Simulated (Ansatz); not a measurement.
**BGeH3Cl2 (SMILES Cl[B](Cl)[GeH3]) at CCSD/cc-pVDZ**

Aim: the energy change on altering one bond length of BGeH3Cl2 at CCSD/cc-pVDZ, from 2 runs. 

Program for the calculation: Ansatz 0.2.0.

72 further runs of the same task are left out: 72 set aside as unsound or not needed.

## Step 1: The molecule

The species is BGeH3Cl2 (7 atoms), meant as a singlet with charge 0. SMILES: `Cl[B](Cl)[GeH3]`. The shape is that of a PBE0-D4/def2-TZVP optimisation.

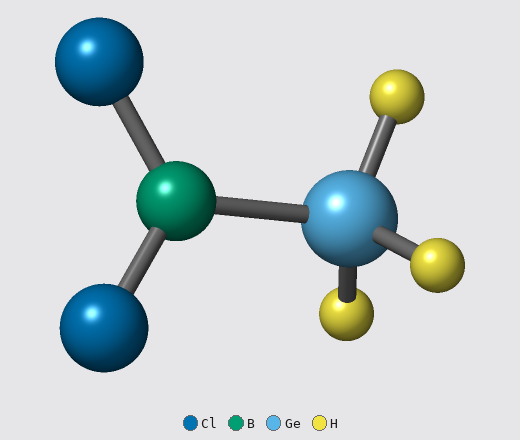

Viewed from a chosen angle; chlorine blue, boron teal, germanium blue, hydrogen yellow.

## Step 2: A single-point energy at CCSD/cc-pVDZ

Contents of job.yaml:

```yaml
crystal:
  periodic: [false, false, false]
  atoms:
    - {symbol: Cl, position_ang: [1.749500, -1.428200, 1.208700]}
    - {symbol: B, position_ang: [0.206400, -1.021900, 0.511500]}
    - {symbol: Cl, position_ang: [-1.082400, -2.191800, 0.604700]}
    - {symbol: Ge, position_ang: [-0.123100, 0.798500, -0.412200]}
    - {symbol: H, position_ang: [-0.556200, 0.560600, -1.868300]}
    - {symbol: H, position_ang: [-1.266100, 1.534300, 0.306700]}
    - {symbol: H, position_ang: [1.133300, 1.680500, -0.396700]}
basis:
  gaussian:
    orbitals: cc-pVDZ
magnetization:
  spin_polarized: false
  initial_magnetization: 0
correlation:
  method: ccsd
  frozen_orbitals: {B: 1, Cl: 5, Ge: 9, H: 0}
accuracy: high
scf:
  omitted_lower_state_checks: [cluster_reference, increment]
```

The run is started by

```console
$ ansatz run job.yaml --threads 1 --pin off --max-ram 3480MiB --events-out events.jsonl --progress --plain --runs-dir runs
```

What it wrote, shortened:

```text
Warning: RAYON_NUM_THREADS=1 ignored (pool sized by the plan → 1); use --threads N
Functional definition: HF
  name "HF"
[...]
2113 factors; integrals over basis functions are off by at most 4.4e-9 eV
[...]
mean field -82201.32330390 eV, -3020.8429133603 hartree, gradient 6.9e-8 eV, S^2 0.000000; 0 other end points of the search recorded, 0 dependent functions left out
20 core orbitals not correlated: weight in the atoms' cores, before any rotation towards them, 1.000 or more for the frozen orbitals, at most 0.000 for the correlated occupied ones
reference -82201.32330390 eV, -3020.8429133603 hartree; 17, 17 occupied and 55, 55 virtual orbitals, 2113 factors
second order -12.84123471 eV of doubles, -0.00000000 eV of singles
cycle   1  -13.74194287 eV  change   -9.0e-1 eV  update   9.2e-2
[...]
cycle  20  -14.18768335 eV  change   8.5e-10 eV  update  7.8e-10
Total energy: -82215.51098725 eV, -3021.3643011067 hartree
Checks for a lower state left out: cluster_reference, increment
```

It took 22 s on 1 thread of Arm Neoverse V1, shared host; peak memory 0.49 GiB.

## Step 3: The distorted shape, same level

Contents of input.yaml:

```yaml
crystal:
  periodic: [false, false, false]
  atoms:
    - {symbol: Cl, position_ang: [2.780570, -0.492253, 1.134138]}
    - {symbol: B, position_ang: [1.237470, -0.085953, 0.436938]}
    - {symbol: Cl, position_ang: [-1.082400, -2.191800, 0.604700]}
    - {symbol: Ge, position_ang: [0.907970, 1.734447, -0.486762]}
    - {symbol: H, position_ang: [0.474870, 1.496547, -1.942862]}
    - {symbol: H, position_ang: [-0.235030, 2.470247, 0.232138]}
    - {symbol: H, position_ang: [2.164370, 2.616447, -0.471262]}
basis:
  gaussian:
    orbitals: cc-pVDZ
accuracy: high
correlation:
  method: ccsd
  frozen_orbitals: {B: 1, Cl: 5, Ge: 9, H: 0}
scf:
  omitted_lower_state_checks: [cluster_reference, increment]
```

The run is started by

```console
$ ansatz run input.yaml --threads 1 --pin off --max-ram 3480MiB --events-out events.jsonl --progress --plain --runs-dir runs
```

What it wrote, shortened:

```text
Warning: RAYON_NUM_THREADS=1 ignored (pool sized by the plan → 1); use --threads N
[... 2 set-up lines as earlier in the session ...]
[...]
2072 factors; integrals over basis functions are off by at most 4.6e-9 eV
[...]
mean field -82197.14120802 eV, -3020.6892241714 hartree, gradient 1.9e-8 eV, S^2 0.000000; 2 other end points of the search recorded, 0 dependent functions left out; unrestricted orbitals would lower it
20 core orbitals not correlated: weight in the atoms' cores, before any rotation towards them, 1.000 or more for the frozen orbitals, at most 0.000 for the correlated occupied ones
reference -82197.14120802 eV, -3020.6892241714 hartree; 17, 17 occupied and 55, 55 virtual orbitals, 2072 factors
second order -12.80143822 eV of doubles, -0.00000000 eV of singles
cycle   1  -13.64307439 eV  change   -8.4e-1 eV  update   1.6e-1
[...]
cycle  29  -14.32917082 eV  change  -4.4e-10 eV  update   2.7e-9
Total energy: -82211.47037884 eV, -3021.2158114864 hartree
Checks for a lower state left out: cluster_reference, increment
```

Wall time 27 s (1 thread of Arm Neoverse V1, shared host); peak memory 0.49 GiB.

## Step 4: Outcome

Level: CCSD/cc-pVDZ, 20 core orbitals frozen.

| quantity | value |
| --- | --- |
| first shape: total energy | -3021.36430 Eh |
| first shape: correlation energy (20 core orbitals frozen) | -521.4 mEh |
| first shape: T1 diagnostic | 0.012 |
| distorted shape: total energy | -3021.21581 Eh |
| distorted shape: correlation energy (20 core orbitals frozen) | -526.6 mEh |
| distorted shape: T1 diagnostic | 0.031 |
| energy change with the B2–Cl3 bond stretched from 1.743 to 3.138 Å | 4.041 eV |

With the B2–Cl3 bond stretched from 1.743 to 3.138 Å the energy rises by 4.04 eV (93 kcal/mol). The first shape isn't relaxed at this level, so the change isn't measured from a minimum. The T1 diagnostic (distorted shape) of 0.031 is above the customary mark for such species, so a single reference may not serve. The restricted solution (distorted shape) is unstable to spin breaking: an unrestricted one lies lower.
